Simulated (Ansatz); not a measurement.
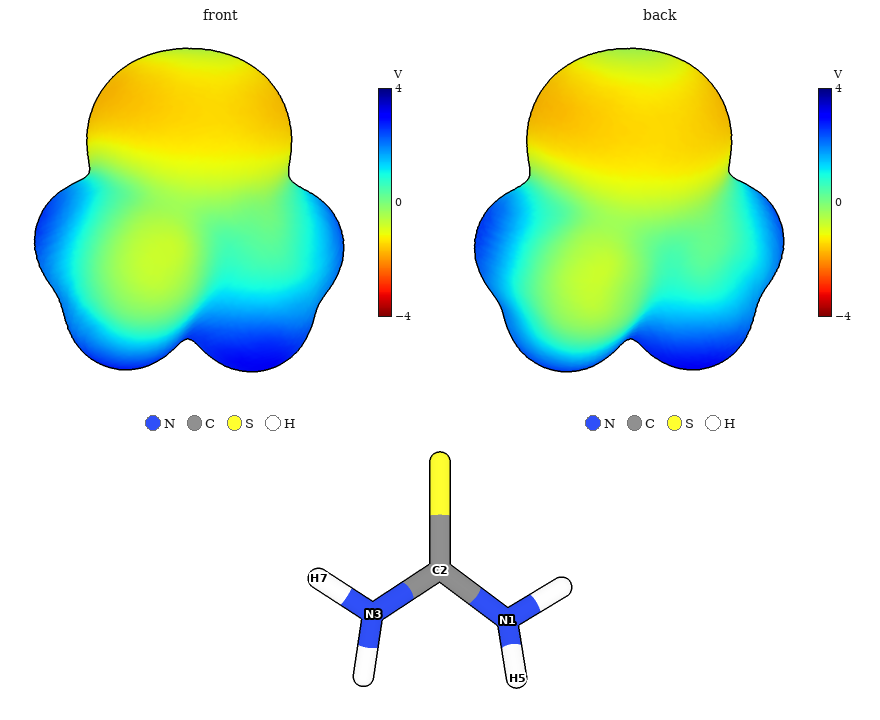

The picture shows: CH4N2S (SMILES NC(N)=S). The electrostatic potential painted on the density surface at 0.004 e/bohr³, seen from the front and from behind; the colour scale runs from red (negative) to blue (positive). The bare structure is drawn below in the same view.

These are results of RKS B3LYP/cc-pVDZ (Ansatz 0.2.0), not measurements.

```xyz
8

N    -0.0352    1.1677   -0.3551
C    -0.1899   -0.1927   -0.3524
N    -0.6673   -0.7158   -1.5242
S     0.1761   -1.1425    0.9800
H     0.1174    1.6403   -1.2420
H     0.4896    1.5348    0.4305
H    -0.9603   -1.6843   -1.4662
H    -1.2297   -0.1244   -2.1301
```

Where is the surface potential most negative and most positive?

Answer. The most negative region (about −1.7 V) lies over S4, the most positive (about +3.0 V) over H5 and H8.
